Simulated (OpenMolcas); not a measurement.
## Spin-orbit calculation, with input and output: BH₃Br (charge −1) (part 3 of 3)

BH₃Br, charge −1, SMILES [H][B-]([H])([H])Br; CASSCF/ANO-RCC-VTZP, DKH2 (OpenMolcas 26.06). The geometry comes from this level: GFN2-xTB.

Geometry of the input (Å):
```
B  -0.0024  0.0017  -0.1851
Br 0.0152  -0.0198  1.8429
H  1.1495  0.0105  -0.5598
H  -0.5857  1.0038  -0.5364
H  -0.5765  -0.9962  -0.5616
```

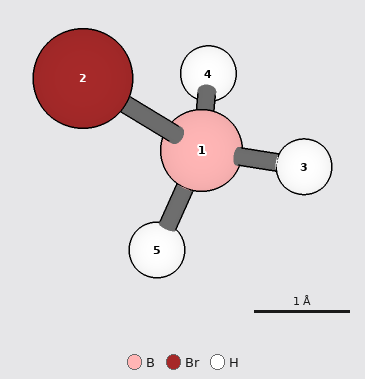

Fig. 1: The input geometry (ball-and-stick view, seen at a tilt; atoms are numbered from 1 in the order of the input).

Output, continued
```
      Charge (e):
                      =   -1.0000
      Dipole Moment (debye):
      Origin of the operator (angstrom)=    0.0124   -0.0165    1.5247
                   X=  1.4561E-01               Y= -1.3584E-01               Z=  1.1844E+01           Total=  1.1846E+01
      Center of Charge (angstrom)
                     X=   -0.01787217               Y=    0.01182724               Z=   -0.94119968
      Quadrupole Moment (debye*angstrom):
      Origin of the operator (angstrom)=    0.0124   -0.0165    1.5247
                  XX= -4.9210E+01              XY= -2.9630E-02              XZ= -4.4275E-01              YY= -5.1748E+01
                  YZ=  2.1238E-01              ZZ= -7.0199E+01
      In traceless form (debye*angstrom)
                  XX=  1.1764E+01              XY= -4.4445E-02              XZ= -6.6412E-01              YY=  7.9560E+00
                  YZ=  3.1857E-01              ZZ= -1.9719E+01
--

      Mulliken spin population analysis for root number:  1
      ---------------------------------------------------

++    Molecular charges:
      ------------------

      Mulliken spin population per centre
      ---------------------------

                B1      BR2     H3      H4      H5
      Total   -0.5465  0.8034  0.6352  0.5559  0.5520

      Total electronic spin=    2.000000
--

      LoProp population analysis for root number:  1
      -----------------------------------------------

++    LoProp analysis:
      ----------------

++    Static properties:
      ------------------

      LoProp Charges per center

                   B1       BR2      H3       H4       H5
      Nuclear      5.0000  35.0000   1.0000   1.0000   1.0000
      Electronic  -5.4246 -34.6710  -1.2820  -1.3111  -1.3114

      Total       -0.4246   0.3290  -0.2820  -0.3111  -0.3114
--

      Natural Bond Order analysis for root number:  1

++    Natural Bond Order analysis
      ---------------------------
      Based on LoProp computed density
      -------------------------------------------------------------------------------------
      Atom A       Atom B       Bond Order
      -------------------------------------------------------------------------------------
      The remaining   13.169 electrons are to be considered as diffuse
--

--

      Von Neumann Entropy (Root   2) =  1.10578

      Mulliken population analysis for root number:  2
      -----------------------------------------------

++    Molecular charges:
      ------------------

      Mulliken charges per centre
      ---------------------------

                B1      BR2     H3      H4      H5
      Total    4.9387 34.6657  1.4592  1.4703  1.4660

      N-E      0.0613  0.3343 -0.4592 -0.4703 -0.4660

      Total electronic charge=   44.000000

      Total            charge=   -1.000000
--

      Expectation values of various properties for root number:  2
      -----------------------------------------------------------

++    Molecular properties:
      ---------------------

      Charge (e):
                      =   -1.0000
      Dipole Moment (debye):
      Origin of the operator (angstrom)=    0.0124   -0.0165    1.5247
                   X= -1.6026E-01               Y= -1.5120E-01               Z=  1.1940E+01           Total=  1.1942E+01
      Center of Charge (angstrom)
                     X=    0.04580859               Y=    0.01502383               Z=   -0.96109014
      Quadrupole Moment (debye*angstrom):
      Origin of the operator (angstrom)=    0.0124   -0.0165    1.5247
                  XX= -5.1920E+01              XY=  4.6643E-02              XZ=  4.9281E-01              YY= -4.9082E+01
                  YZ=  2.6953E-01              ZZ= -7.0403E+01
      In traceless form (debye*angstrom)
                  XX=  7.8224E+00              XY=  6.9964E-02              XZ=  7.3921E-01              YY=  1.2079E+01
                  YZ=  4.0429E-01              ZZ= -1.9901E+01
--

      Mulliken spin population analysis for root number:  2
      ---------------------------------------------------

++    Molecular charges:
      ------------------

      Mulliken spin population per centre
      ---------------------------

                B1      BR2     H3      H4      H5
      Total   -0.5059  0.8138  0.5526  0.5707  0.5688

      Total electronic spin=    2.000000
--

      LoProp population analysis for root number:  2
      -----------------------------------------------

++    LoProp analysis:
      ----------------

++    Static properties:
      ------------------

      LoProp Charges per center

                   B1       BR2      H3       H4       H5
      Nuclear      5.0000  35.0000   1.0000   1.0000   1.0000
      Electronic  -5.4371 -34.6599  -1.3256  -1.2900  -1.2875

      Total       -0.4371   0.3401  -0.3256  -0.2900  -0.2875
--

      Natural Bond Order analysis for root number:  2

++    Natural Bond Order analysis
      ---------------------------
      Based on LoProp computed density
      -------------------------------------------------------------------------------------
      Atom A       Atom B       Bond Order
      -------------------------------------------------------------------------------------
      The remaining   13.156 electrons are to be considered as diffuse
--

--

      Average orbitals are written to the RASORB file
      Natural orbitals for root   1 are written to the RASORB.1 file
      Natural orbitals for root   2 are written to the RASORB.2 file
      Spin density orbitals for root   1 are written to the SPDORB.1 file
      Spin density orbitals for root   2 are written to the SPDORB.2 file

--- Stop Module: rasscf /rc=_RC_ALL_IS_WELL_ ---
           step8.SpdOrb.1 step8.SpdOrb.2 xmldump
--- Module rasscf spent 38 seconds ---

>>> COPY step8.JobIph JOB002

--- Start Module: rassi ---

                                               &RASSI

                       available to each process: 1.9 GB of memory, 1 thread

      ********************************************************************************
      *                             General data section                             *
      ********************************************************************************

   Specific data for JOBIPH file JOB001
   -------------------------------------

   Header from SEWARD:

   CASSCF title (first line only):
       (No title given)

  STATE IRREP:                1
  SPIN MULTIPLICITY:          1
  ACTIVE ELECTRONS:           6
  MAX RAS1 HOLES:             0
  MAX RAS3 ELECTRONS:         0
  NR OF CONFIG:             175

   Specific data for JOBIPH file JOB002
   -------------------------------------

   Header from SEWARD:

   CASSCF title (first line only):
       (No title given)

  STATE IRREP:                1
  SPIN MULTIPLICITY:          3
  ACTIVE ELECTRONS:           6
  MAX RAS1 HOLES:             0
  MAX RAS3 ELECTRONS:         0
  NR OF CONFIG:             189

   The following data are common to all the states:
   ------------------------------------------------
   (note: frozen counts as inactive, deleted as secondary)

      Nr of irreps: 1

                 Total     No./Irrep
      Irrep                  1
                             a

      INACTIVE      19      19
      ACTIVE         6       6
      SECONDARY     90      90
      BASIS        115     115

      RAS1           0       0
      RAS2           6       6
      RAS3           0       0

        MATRIX ELEMENTS WILL BE COMPUTED FOR THE FOLLOWING ONE-ELECTRON OPERATORS, UNLESS ZERO BY SYMMETRY.
   (Herm=Hermitian, Anti=Antihermitian, Sing=Singlet operator, Trip=Triplet operator)
     MLTPL  0   1 (HERMSING)     MLTPL  0   1 (ANTITRIP)     MLTPL  1   1 (HERMSING)
     MLTPL  1   1 (ANTITRIP)     MLTPL  1   2 (HERMSING)     MLTPL  1   2 (ANTITRIP)
     MLTPL  1   3 (HERMSING)     MLTPL  1   3 (ANTITRIP)     MLTPL  2   1 (HERMSING)
     MLTPL  2   2 (HERMSING)     MLTPL  2   3 (HERMSING)     MLTPL  2   4 (HERMSING)
     MLTPL  2   5 (HERMSING)     MLTPL  2   6 (HERMSING)     VELOCITY   1 (ANTISING)
     VELOCITY   2 (ANTISING)     VELOCITY   3 (ANTISING)     ANGMOM     1 (ANTISING)
     ANGMOM     2 (ANTISING)     ANGMOM     3 (ANTISING)     MLTPV  2   1 (ANTISING)
     MLTPV  2   2 (ANTISING)     MLTPV  2   3 (ANTISING)     MLTPV  2   4 (ANTISING)
     MLTPV  2   5 (ANTISING)     MLTPV  2   6 (ANTISING)     AMFI       1 (ANTITRIP)
     AMFI       2 (ANTITRIP)     AMFI       3 (ANTITRIP)

       EIGENSTATES OF A SPIN-FREE HAMILTONIAN WILL BE COMPUTED BASED ON:

  A Hamiltonian matrix computed by RASSI.

  SO coupling elements will be added.

        MATRIX ELEMENTS OVER SPIN EIGENSTATES FOR:
     MLTPL  0   1 (HERMSING)     MLTPL  0   1 (ANTITRIP)     MLTPL  1   1 (HERMSING)
     MLTPL  1   1 (ANTITRIP)     MLTPL  1   2 (HERMSING)     MLTPL  1   2 (ANTITRIP)
     MLTPL  1   3 (HERMSING)     MLTPL  1   3 (ANTITRIP)     MLTPL  2   1 (HERMSING)
     MLTPL  2   2 (HERMSING)     MLTPL  2   3 (HERMSING)     MLTPL  2   4 (HERMSING)
     MLTPL  2   5 (HERMSING)     MLTPL  2   6 (HERMSING)     VELOCITY   1 (ANTISING)
     VELOCITY   2 (ANTISING)     VELOCITY   3 (ANTISING)     ANGMOM     1 (ANTISING)
     ANGMOM     2 (ANTISING)     ANGMOM     3 (ANTISING)     MLTPV  2   1 (ANTISING)
     MLTPV  2   2 (ANTISING)     MLTPV  2   3 (ANTISING)     MLTPV  2   4 (ANTISING)
     MLTPV  2   5 (ANTISING)     MLTPV  2   6 (ANTISING)     AMFI       1 (ANTITRIP)
     AMFI       2 (ANTITRIP)     AMFI       3 (ANTITRIP)

       EIGENSTATES OF SPIN-ORBIT HAMILTONIAN WILL BE COMPUTED

  Nr of states:                    3

   State:        1   2   3
  JobIph:        1   2   2
 Root nr:        1   1   2

  HAMILTONIAN MATRIX FOR THE ORIGINAL STATES:

  Diagonal, with energies
  -2630.86366390  -2630.64141978  -2630.64049201

      OVERLAP MATRIX FOR THE ORIGINAL STATES:

  Diagonal, with elements
      1.00000000      1.00000000      1.00000000

::    RASSI State    1     Total energy:   -2630.86366389524574
::    RASSI State    2     Total energy:   -2630.64141977895633
::    RASSI State    3     Total energy:   -2630.64049201316175

      ****************************************************************************************************
      *                                         Spin-free section                                        *
      *                 Note: index according to input order, order according to energy.                 *
      ****************************************************************************************************

  SPIN-FREE ENERGIES:
  (Shifted by EMIN (a.u.) =      -2630.8636638952)

 SF State       Relative EMIN(au)   Rel lowest level(eV)    D:o, cm**(-1)

     1             0.0000000000        0.0000000000              0.0000
     2             0.2222441163        6.0475704892          48776.9455
     3             0.2231718821        6.0728162826          48980.5666

++ Dipole transition strengths (spin-free states):
   -----------------------------------------------
     for osc. strength at least  1.00000000E-05

  ( Max oscillator strength is only    2.7285137548876811E-006 )
--

++ Velocity transition strengths (spin-free states):
   -------------------------------------------------
     for osc. strength at least  1.00000000E-05

  ( Max oscillator strength is only    7.5115623088126903E-006 )
--

++ Length and velocity gauge comparison (spin-free states):
   --------------------------------------------------------

 --------------------------------------------------
 A comparison between the dipole oscillator strengths in
 length and velocity gauge will be performed

     All dipole oscillator differences above the tolerance of   1.00000000E-01  will be printed

 Due to basis set deficiency these oscillator may be problematic

 The tolerance is defined as ABS(1-O_l/O_v)
 O_l : dipole oscillator strength in length gauge
 O_p : dipole oscillator strength in velocity gauge
 --------------------------------------------------

 No problematic oscillator strengths above the tolerance   0.10000000000000001       have been found

--

 Electric-dipole - electric-octupole not included
 Electric-dipole - magnetic-quadrupole not included

      ****************************************************************************************************
      *                                         Spin-orbit section                                       *
      ****************************************************************************************************

 Complex SO-Hamiltonian matrix elements over
 spin components of spin-free eigenstates (SFS):
 (In cm-1. Print threshold:      1.000 cm-1)
 ----------------------------------------------------------------------

  I1  S1  MS1    I2  S2  MS2    Real part    Imag part      Absolute
     2  1.0 -1.0    1  0.0  0.0        91.877        -1.494        91.889
     3  1.0  0.0    1  0.0  0.0         0.000        -1.361         1.361
     4  1.0  1.0    1  0.0  0.0        91.877         1.494        91.889
     5  1.0 -1.0    1  0.0  0.0         1.459        92.637        92.649
     5  1.0 -1.0    2  1.0 -1.0        -0.000      1074.217      1074.217
     5  1.0 -1.0    3  1.0  0.0        -6.353       -26.698        27.443
     6  1.0  0.0    2  1.0 -1.0         6.353       -26.698        27.443
     6  1.0  0.0    4  1.0  1.0        -6.353       -26.698        27.443
     7  1.0  1.0    1  0.0  0.0         1.459       -92.637        92.649
     7  1.0  1.0    3  1.0  0.0         6.353       -26.698        27.443
     7  1.0  1.0    4  1.0  1.0        -0.000     -1074.217      1074.217
 ----------------------------------------------------------------------

       Total energies including SO-coupling:
::    SO-RASSI State    1     Total energy:   -2630.86366700161307
::    SO-RASSI State    2     Total energy:   -2630.64587550126998
::    SO-RASSI State    3     Total energy:   -2630.64587549518819
::    SO-RASSI State    4     Total energy:   -2630.64141977894496
::    SO-RASSI State    5     Total energy:   -2630.64049201189891
::    SO-RASSI State    6     Total energy:   -2630.63603629084810
::    SO-RASSI State    7     Total energy:   -2630.63603319183676

   Eigenvalues of complex Hamiltonian:
   -----------------------------------
  (Shifted by EMIN (a.u.) =      -2630.8636638952)

 SO State       Relative EMIN(au)   Rel lowest level(eV)    D:o, cm**(-1)

     1            -0.0000031064        0.0000000000              0.0000
     2             0.2177883940        5.9264086369          47799.7093
     3             0.2177884001        5.9264088024          47799.7106
     4             0.2222441163        6.0476550181          48777.6273
     5             0.2231718833        6.0729008456          48981.2486
     6             0.2276276044        6.1941471921          49959.1663
     7             0.2276307034        6.1942315205          49959.8465

 Weights of the five most important spin-orbit-free states for each spin-orbit state.

 SO State  Total energy (au)           Spin-free states, spin, and weights
 -------------------------------------------------------------------------------------------------------
    1        -0.000003       1 0.0  1.0000    3 1.0  0.0000    2 1.0  0.0000
    2         0.217788       2 1.0  0.5471    3 1.0  0.4529    1 0.0  0.0000
    3         0.217788       2 1.0  0.5471    3 1.0  0.4529    1 0.0  0.0000
    4         0.222244       2 1.0  1.0000    1 0.0  0.0000    3 1.0  0.0000
    5         0.223172       3 1.0  1.0000    1 0.0  0.0000    2 1.0  0.0000
    6         0.227628       3 1.0  0.5471    2 1.0  0.4529    1 0.0  0.0000
    7         0.227631       3 1.0  0.5471    2 1.0  0.4529    1 0.0  0.0000
 -------------------------------------------------------------------------------------------------------

      ****************************************************************************************************
      *                                    Special properties section                                    *
      ****************************************************************************************************

++ Dipole transition strengths (SO states):
   ----------------------------------------
        for osc. strength at least   1.00000000E-05

      From   To        Osc. strength     Einstein coefficients Ax, Ay, Az (sec-1)    Total A (sec-1)
     -----------------------------------------------------------------------------------------------
         1    7       2.06434770E-05  1.13772884E+00  5.54072282E+00  3.43623507E+04  3.43690291E+04
         2    6       2.58921353E-05  7.31808281E+01  2.19576042E-01  7.13730060E+00  8.05377048E+01
         2    7       2.89454118E-05  1.97303370E-01  8.98364221E+01  5.79460359E-02  9.00916716E+01
         3    6       2.89366731E-05  1.97119368E-01  8.97526425E+01  5.78919917E-02  9.00076538E+01
         3    7       2.59005446E-05  7.32492734E+01  2.19784548E-01  7.14546200E+00  8.06145199E+01
     -----------------------------------------------------------------------------------------------
--

++ Velocity transition strengths (SO states):
   ------------------------------------------
        for osc. strength at least   1.00000000E-05

      From   To        Osc. strength     Einstein coefficients Ax, Ay, Az (sec-1)    Total A (sec-1)
     -----------------------------------------------------------------------------------------------
         6    7       2.22875349E-03  1.59543819E-06  6.86017649E-04  1.18967034E-07  6.87732054E-04
     -----------------------------------------------------------------------------------------------
--

++ Length and velocity gauge comparison (SO states):

 --------------------------------------------------
 A comparison between the dipole oscillator strengths in
 length and velocity gauge will be performed

     All dipole oscillator differences above the tolerance of   1.00000000E-01  will be printed

 Due to basis set deficiency these oscillator may be problematic

 The tolerance is defined as ABS(1-O_l/O_v)
 O_l : dipole oscillator strength in length gauge
 O_p : dipole oscillator strength in velocity gauge
 --------------------------------------------------

  Problematic transitions have been found

      From   To       Difference (%) Osc. st. (len.) Osc. st. (vel.)
     ---------------------------------------------------------------
         1    7      ---------------  2.06434770E-05 below threshold
         2    6      ---------------  2.58921353E-05 below threshold
         2    7      ---------------  2.89454118E-05 below threshold
         3    6      ---------------  2.89366731E-05 below threshold
         3    7      ---------------  2.59005446E-05 below threshold
         6    7      --------------- below threshold  2.22875349E-03
     ---------------------------------------------------------------

 Number of problematic transitions =                     6

--

 Electric-dipole - electric-octupole not included
--- Stop Module: rassi /rc=_RC_ALL_IS_WELL_ ---
--- Module rassi spent 1 second ---

.##################.
.# Happy landing! #.
.##################.

    Timing: Wall=51.35 User=49.12 System=2.20
```

Summary

```json
{"quantity": "outcome", "value": "converged"}
{"quantity": "total energy", "value": "−2630.863664 hartree"}
{"quantity": "basis functions", "value": "115"}
{"quantity": "lowest singlet excitation", "value": "6.05 eV"}
{"quantity": "wall time", "value": "52 s"}
{"quantity": "peak memory", "value": "0.27 GiB"}
```
